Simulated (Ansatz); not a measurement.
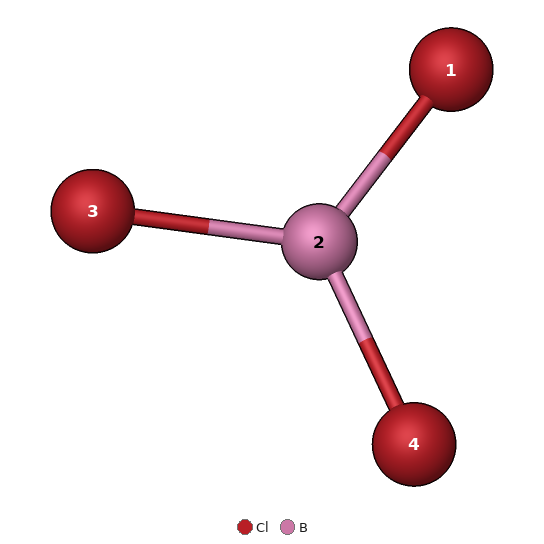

Numbered structure. The computed structure is the end point of a PBE-D4/def2-SVP optimisation. No frequency run is at hand to confirm it as a minimum.

Give the bond lengths.

| bond | length (Å) | order |
| --- | --- | --- |
| Cl1–B2 | 1.753 | single |
| B2–Cl3 | 1.753 | single |
| B2–Cl4 | 1.753 | single |
